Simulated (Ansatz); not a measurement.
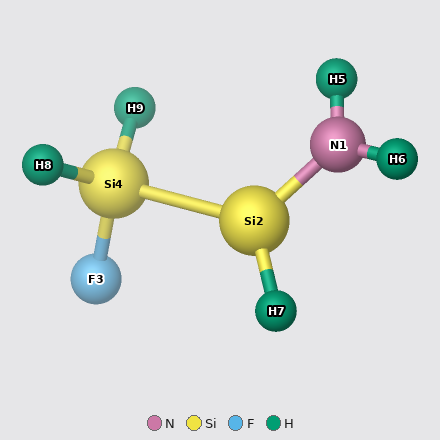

The system is FH₅NSi₂, charge +1; the picture shows the reference structure. Coordinates scanned: (1) umbrella angle at N1 (between each of its bonds and their common axis; 90 is planar); (2) change of the bonds N1–Si2, N1–H5, N1–H6, all alike. Nothing is relaxed (all other coordinates rigid). The scan uses a 15 × 15 grid. Points are written as (first, second). Energies are in kJ/mol, from the lowest grid point. Level of theory: RHF/def2-SVP in Ansatz 0.2.0.

Its coordinates:

```tsv
atom	x (Å)	y (Å)	z (Å)
N	-0.0049	1.8792	-0.2783
Si	0.7336	0.4194	-0.0793
F	0.3821	-2.6445	-0.5323
Si	-0.5048	-1.6135	0.3007
H	-1.0003	2.0244	-0.2629
H	0.4958	2.7379	-0.4428
H	2.1935	0.5128	-0.1645
H	-0.4593	-1.8841	1.7374
H	-1.8357	-1.4316	-0.2779
```

Range: umbrella angle at N1 (between each of its bonds and their common axis; 90 is planar) from 66.0 to 114.0°; change of the bonds N1–Si2, N1–H5, N1–H6, all alike from −0.134 to 0.207 Å.

### Predict the map.

The lowest grid point is at (90.0°, 0.012 Å). No other kind of well shows on this grid. The highest grid point, (66.0°, −0.134 Å), lies 270 kJ/mol above the lowest. Round the minimum the two coordinates are nearly uncoupled.

```csv
"second ↓, first →",66.0,69.4,72.9,76.3,79.7,83.1,86.6,90.0,93.4,96.9,100.3,103.7,107.1,110.6,114.0
0.207,230,221,214,210,207,205,204,204,204,205,206,209,213,219,228
0.183,198,187,179,174,170,168,166,166,166,167,169,173,178,185,196
0.159,168,156,147,140,136,133,131,130,131,132,135,139,145,154,166
0.134,140,127,116,109,103,99,97,96,97,99,102,107,115,125,139
0.110,118,103,91,82,75,71,68,67,68,70,74,81,89,101,116
0.085,98,82,68,58,51,46,43,42,42,45,50,57,67,80,96
0.061,84,66,52,41,32,27,23,22,23,26,31,39,50,65,82
0.037,76,57,41,29,19,13,9,8,9,12,19,27,39,55,74
0.012,74,53,36,23,13,6,1,0,1,5,12,22,34,51,72
−0.012,80,58,39,25,14,6,2,0,1,6,13,24,37,56,78
−0.037,95,71,51,36,24,16,11,9,11,15,23,35,50,69,93
−0.061,119,94,73,57,44,35,30,28,29,35,43,55,71,92,117
−0.085,155,128,106,89,75,66,60,58,60,65,74,87,104,127,153
−0.110,206,178,154,135,121,111,105,103,105,111,120,134,152,176,204
−0.134,270,240,215,196,181,170,163,161,163,169,180,194,213,238,268
```

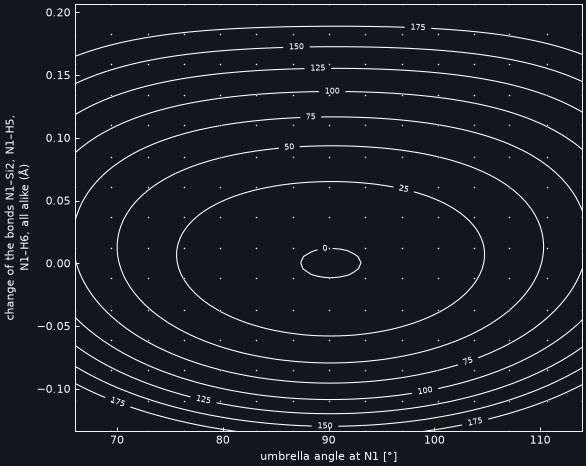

Drawn: contour lines labelled in kJ/mol (none above 175), dots at the grid points. Between grid points the surface is interpolated.

The whole map (225 points run) took 11 min on 1 thread of Arm Neoverse N1 (shared host).
